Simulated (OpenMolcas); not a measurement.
## CH4AlClO: excited-state calculation (part 1 of 3)

System: CH4AlClO.
Method: CASSCF/ANO-RCC-VDZP, DKH2 (OpenMolcas 26.06).

The geometry comes from this level: PBE0-D4/def2-TZVP.

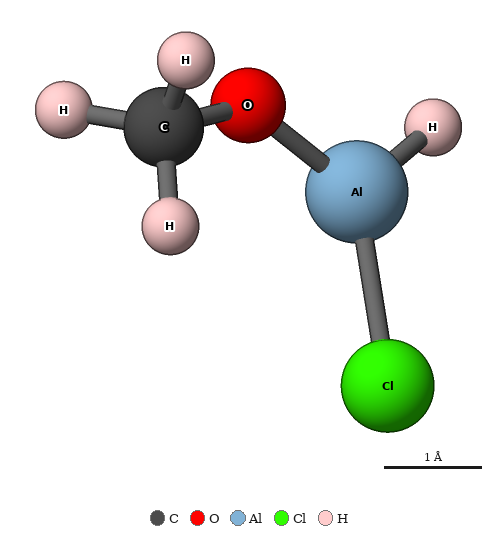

Fig. 1: The structure (ball-and-stick view, seen at an oblique angle). Sticks mark near contacts. Bond lengths as drawn: Al–Cl 2.10 Å, Al–H 1.56 Å, Al–O 1.67 Å, C–H 1.09 to 1.10 Å and C–O 1.40 Å.

Summary

| quantity | value |
| --- | --- |
| outcome | converged |
| total energy | −818.550574 hartree |
| CASSCF energy | −818.550574 hartree |
| basis functions | 84 |
| hardware | 1 thread of AMD EPYC (Zen 3), 128 GiB of memory available, shared host |
| wall time | 15 s |
| peak memory | 0.08 GiB |

Input
```
>>> EXPORT MOLCAS_PRINT=2

&GATEWAY
 Coord=coord.xyz
 Basis=ANO-RCC-VDZP
 Group=NoSym
 RICD

&SEWARD

&RASSCF
 FileOrb=$CurrDir/step1.ScfOrb
 Spin=1
 Nactel=2 0 0
 Inactive=23
 Ras2=2
 CIRoot=2 2 1
 OrbListing=Few
```

File coord.xyz
```
8

C      0.132200     1.250600     0.263000
O      0.645300     0.052000    -0.246000
Al     0.103400    -1.519700    -0.426600
Cl    -1.829000    -2.007800     0.224400
H      0.118400     2.012400    -0.522500
H     -0.886500     1.136200     0.650000
H      0.770200     1.612600     1.075000
H      1.038000    -2.593300    -1.072900
```

Launch command:
```bash
export MOLCAS_MEM=1860
pymolcas step2.input > step2.log
```

Output
```
--- Start Module: gateway ---

                                              &GATEWAY

                       available to each process: 1.9 GB of memory, 1 thread

++    Symmetry information:
      ---------------------

                    Character Table for C1

                             E
                    a        1  x, y, xy, Rz, z, xz, Ry, yz, Rx, I
--

++    Basis set information:
      ----------------------

      Basis set label: C.ANO-RCC...3S2P1D.

      Electronic valence basis set:
      ------------------
      Associated Effective Charge   6.000000 au
      Associated Actual Charge      6.000000 au
      Nuclear Model: Point charge

      Shell  nPrim  nBasis  Cartesian Spherical Contaminant
         s      14       3        X
         p       9       2        X
         d       4       1                 X

      Basis set label: O.ANO-RCC...3S2P1D.

      Electronic valence basis set:
      ------------------
      Associated Effective Charge   8.000000 au
      Associated Actual Charge      8.000000 au
      Nuclear Model: Point charge

      Shell  nPrim  nBasis  Cartesian Spherical Contaminant
         s      14       3        X
         p       9       2        X
         d       4       1                 X

      Basis set label: AL.ANO-RCC...4S3P1D.

      Electronic valence basis set:
      ------------------
      Associated Effective Charge  13.000000 au
      Associated Actual Charge     13.000000 au
      Nuclear Model: Point charge

      Shell  nPrim  nBasis  Cartesian Spherical Contaminant
         s      17       4        X
         p      12       3        X
         d       5       1                 X

      Basis set label: CL.ANO-RCC...4S3P1D.

      Electronic valence basis set:
      ------------------
      Associated Effective Charge  17.000000 au
      Associated Actual Charge     17.000000 au
      Nuclear Model: Point charge

      Shell  nPrim  nBasis  Cartesian Spherical Contaminant
         s      17       4        X
         p      12       3        X
         d       5       1                 X

      Basis set label: H.ANO-RCC...2S1P.

      Electronic valence basis set:
      ------------------
      Associated Effective Charge   1.000000 au
      Associated Actual Charge      1.000000 au
      Nuclear Model: Point charge

      Shell  nPrim  nBasis  Cartesian Spherical Contaminant
         s       8       2        X
         p       4       1        X
--

++    Molecular structure info:
      -------------------------

                    ************************************************
                    **** Cartesian Coordinates / bohr, angstrom ****
                    ************************************************

     Center  Label                x              y              z                     x              y              z
        1      C1               0.249822       2.363291       0.496998              0.132200       1.250600       0.263000
        2      O2               1.219440       0.098266      -0.464873              0.645300       0.052000      -0.246000
        3      AL3              0.195398      -2.871817      -0.806157              0.103400      -1.519700      -0.426600
        4      CL4             -3.456309      -3.794192       0.424055             -1.829000      -2.007800       0.224400
        5      H5               0.223744       3.802885      -0.987382              0.118400       2.012400      -0.522500
        6      H6              -1.675242       2.147107       1.228322             -0.886500       1.136200       0.650000
        7      H7               1.455467       3.047372       2.031456              0.770200       1.612600       1.075000
        8      H8               1.961536      -4.900627      -2.027487              1.038000      -2.593300      -1.072900

                    ***************************************
                    *    InterNuclear Distances / bohr    *
                    ***************************************

               1 C1            2 O2            3 AL3           4 CL4           5 H5            6 H6
    1 C1       0.000000
    2 O2       2.644938        0.000000
    3 AL3      5.395140        3.160147        0.000000
    4 CL4      7.187164        6.148500        3.962216        0.000000
    5 H5       2.067968        3.871515        6.677222        8.558652        0.000000
    6 H6       2.070614        3.929866        5.729572        6.254445        3.355159        0.000000
    7 H7       2.067875        3.870994        6.684057        8.574164        3.346838        3.355122
    8 H8       7.878293        5.289744        2.954143        6.048743        8.936042        8.573039

               7 H7            8 H8
    7 H7       0.000000
    8 H8       8.938781        0.000000

                    *******************************************
                    *    InterNuclear Distances / angstrom    *
                    *******************************************

               1 C1            2 O2            3 AL3           4 CL4           5 H5            6 H6
    1 C1       0.000000
    2 O2       1.399641        0.000000
    3 AL3      2.854985        1.672278        0.000000
    4 CL4      3.803284        3.253646        2.096715        0.000000
    5 H5       1.094322        2.048718        3.533433        4.529043        0.000000
    6 H6       1.095722        2.079595        3.031959        3.309710        1.775474        0.000000
    7 H7       1.094272        2.048442        3.537051        4.537252        1.771070        1.775454
    8 H8       4.169013        2.799212        1.563265        3.200857        4.728750        4.536657

               7 H7            8 H8
    7 H7       0.000000
    8 H8       4.730199        0.000000

                    **************************************
                    *    Valence Bond Angles / degree    *
                    **************************************
                          Atom centers                 Phi
                      2 O2       1 C1       5 H5       109.86
                      2 O2       1 C1       6 H6       112.32
                      2 O2       1 C1       7 H7       109.84
                      5 H5       1 C1       6 H6       108.33
                      5 H5       1 C1       7 H7       108.04
                      6 H6       1 C1       7 H7       108.33
--

            Nuclear Potential Energy            196.04077330 au

--- Stop Module: gateway /rc=_RC_ALL_IS_WELL_ ---
--- Module gateway spent 2 seconds ---

--- Start Module: seward ---

                                              &SEWARD

                       available to each process: 1.9 GB of memory, 1 thread

               SEWARD will generate:
                  Multipole Moment integrals up to order  2
                  Kinetic Energy integrals
                  Nuclear Attraction integrals (point charge)
                  One-Electron Hamiltonian integrals
                  Velocity integrals
                  Relativistic Douglas-Kroll-Hess integrals:
                    - Parametrization         : EXP
                    - DKH order of Hamiltonian: 2
                    - DKH order of Properties : 0
                         - multipole moment operators
                         - electric potential operators
                         - contact operators
                  Orbital angular momentum around ( -0.9695  -1.8739  -0.0867 )
                  Velocity quadrupole around ( -0.9695  -1.8739  -0.0867 )
                  Atomic mean-field integrals
                  RI decomposed two-electron repulsion integrals stored Cholesky style
                   - acCD auxiliary basis
                   - CD Threshold:   1.00E-04

                   Integrals are discarded if absolute value <: 1.00E-14
                   Integral cutoff threshold is set to       <: 1.00E-16

            Nuclear Potential Energy            196.04077330 au

      Basis set specifications :
      Symmetry species         a
      Basis functions           84

--- Stop Module: seward /rc=_RC_ALL_IS_WELL_ ---
--- Module seward spent 4 seconds ---

--- Start Module: rasscf ---

                                              &RASSCF

                       available to each process: 1.9 GB of memory, 1 thread

      Header of the ONEINT file:
      --------------------------

      OrdInt status: non-squared

      Cartesian coordinates in angstrom:
      -----------------------------------------------------
      No.  Label        X            Y            Z
      -----------------------------------------------------
       1   C1         0.13220000   1.25060000   0.26300000
       2   O2         0.64530000   0.05200000  -0.24600000
       3   AL3        0.10340000  -1.51970000  -0.42660000
       4   CL4       -1.82900000  -2.00780000   0.22440000
       5   H5         0.11840000   2.01240000  -0.52250000
       6   H6        -0.88650000   1.13620000   0.65000000
       7   H7         0.77020000   1.61260000   1.07500000
       8   H8         1.03800000  -2.59330000  -1.07290000
      -----------------------------------------------------
      Nuclear repulsion energy =  196.04077330

++    Wave function specifications:
      -----------------------------

      Number of closed shell electrons          46
      Number of electrons in active shells       2
      Max number of holes in RAS1 space          0
      Max nr of electrons in RAS3 space          0
      Number of inactive orbitals               23
      Number of active orbitals                  2
      Number of secondary orbitals              59
      Spin quantum number                      0.0
      State symmetry                             1
--

++    Orbital specifications:
      -----------------------

      Symmetry species                           1
                                                 a
      Frozen orbitals                            0
      Inactive orbitals                         23
      Active orbitals                            2
      RAS1 orbitals                              0
      RAS2 orbitals                              2
      RAS3 orbitals                              0
      Secondary orbitals                        59
      Deleted orbitals                           0
      Number of basis functions                 84
--

++    CI expansion specifications:
      ----------------------------

      Number of CSFs                             3
      Number of spin combinations                3
      Number of determinants                     4
      Number of root(s) required                 2
      Root chosen for geometry opt.              2
      CI roots used                              1     2
      weights                                0.500 0.500
      highest root included in the CI            2
      max. size of the explicit Hamiltonian      3
--

++    Optimization specifications:
      ----------------------------

      RASSCF algorithm: LK RI/DF
      Maximum number of macro iterations       200
      Maximum number of SX iterations          100
      Threshold for RASSCF energy            1.000E-08
      Threshold for max MO rotation          1.000E-01
      Threshold for max BLB element          1.000E-04
      Level shift parameter                  5.000E-01
      Make Quasi-Newton update
--

      The MO-coefficients are taken from the file:
      step1.ScfOrb
      Title: SCF orbitals

      Total molecular charge    0.00

      ************************************************************************************************************************
      *                                            Wave function control section                                             *
      ************************************************************************************************************************

                                         RASSCF iterations: Energy and convergence statistics
                                         ----------------------------------------------------

          iter iter root      energy       change     param      element    value   shift minimum  type update hh:mm:ss
 Nr of preliminary CI iterations:   1
        1   1   19    0  -818.38928246    0.00E+00   4.15E-02   22  32 1  2.97E-02*  0.23   0.00    SX    NO    0:00:00
        2   1    8    0  -818.40065581   -1.14E-02*  5.65E-02   17  24 1 -2.07E-02*  0.24   0.00    SX    NO    0:00:00
        3   1    8    0  -818.40399490   -3.34E-03*  3.43E-02   17  24 1 -1.25E-02*  0.23   0.00    SX    NO    0:00:00
        4   1    7    0  -818.40600410   -2.01E-03*  3.59E-02   17  24 1 -1.29E-02*  0.24   0.00    SX    NO    0:00:00
        5   1    7    0  -818.40742014   -1.42E-03*  1.18E-01*  17  24 1 -9.18E-03*  0.23   2.50    QN   YES    0:00:00
        6   1    6    0  -818.41016041   -2.74E-03*  3.49E-02   21  24 1 -2.86E-03*  0.23   1.20    QN   YES    0:00:00
        7   1    6    0  -818.41030814   -1.48E-04*  4.34E-03   17  24 1  1.48E-03*  0.23   1.01    QN   YES    0:00:00
        8   1    6    0  -818.41033987   -3.17E-05*  4.77E-03   17  24 1  9.55E-04*  0.23   2.12    LS   YES    0:00:00
        9   1    5    0  -818.41035221   -1.23E-05* -1.82E-03   17  47 1  5.95E-04*  0.23   1.02    QN   YES    0:00:00
       10   1    5    0  -818.41035655   -4.34E-06* -1.28E-03   17  51 1  4.26E-04*  0.23   1.71    LS   YES    0:00:00
       11   1    5    0  -818.41035745   -8.95E-07*  9.91E-04   21  38 1 -3.73E-04*  0.23   1.00    QN   YES    0:00:00
       12   1    5    0  -818.41035840   -9.47E-07*  3.97E-04   21  38 1 -7.85E-05   0.23   1.40    LS   YES    0:00:00
       13   1    5    0  -818.41035848   -8.37E-08* -2.22E-04   17  51 1 -1.02E-04*  0.23   1.00    QN   YES    0:00:00
       14   1    4    0  -818.41035857   -8.61E-08* -1.24E-04   17  51 1 -3.33E-05   0.23   1.56    LS   YES    0:00:00
       15   1    4    0  -818.41035858   -1.25E-08*  6.82E-05    7  38 1  3.04E-05   0.23   1.03    QN   YES    0:00:00
       16   1    4    0  -818.41035859   -1.06E-08*  1.35E-04   25  27 1 -1.61E-05   0.23   1.75    QN   YES    0:00:00
       17   1    4    0  -818.41035860   -7.91E-09  -1.86E-04   25  27 1 -1.47E-05   0.23   1.68    QN   YES    0:00:00
      Convergence after 17 iterations
       18   1    4    0  -818.41035860   -6.57E-09  -1.86E-04    7  38 1 -1.50E-05   0.23   1.68    QN   YES    0:00:00

      ************************************************************************************************************************
                                                      Wave function printout:
                       occupation of active orbitals, and spin coupling of open shells (u,d: Spin up or down)
      ************************************************************************************************************************

      Note: transformation to natural orbitals
      has been made, which may change the order of the CSFs.

      printout of CI-coefficients larger than  0.05 for root  1
      energy=    -818.550574
      conf/sym  11     Coeff  Weight
             1  20   0.97039 0.94166
             2  ud  -0.24140 0.05828

      printout of CI-coefficients larger than  0.05 for root  2
      energy=    -818.270144
      conf/sym  11     Coeff  Weight
             1  20   0.24139 0.05827
             2  ud   0.97043 0.94172

      Natural orbitals and occupation numbers for root  1
      sym 1:   1.997309   0.002691

      Natural orbitals and occupation numbers for root  2
      sym 1:   1.333769   0.666231

      ************************************************************************************************************************
      *                                                    Final results                                                     *
      ************************************************************************************************************************

++    Final optimization conditions:
      ------------------------------

      Average CI energy                            -818.41035860
      RASSCF energy for state  2                   -818.27014352
      Super-CI energy                                -0.00000000
      RASSCF energy change                           -0.00000001
      Max change in MO coefficients              -2.897E-04
      Max non-diagonal density matrix element    -1.858E-04
      Maximum BLB matrix element                 -1.502E-05
      (orbital pair   7,  38 in symmetry   1)
      Norm of electronic gradient            2.201E-01
--

      Final state energy(ies):
      ------------------------

::    RASSCF root number  1 Total energy:   -818.55057368
::    RASSCF root number  2 Total energy:   -818.27014352

++    Molecular orbitals:
      -------------------

      Pseudonatural active orbitals and approximate occupation numbers

      Molecular orbitals for symmetry species 1: a
```
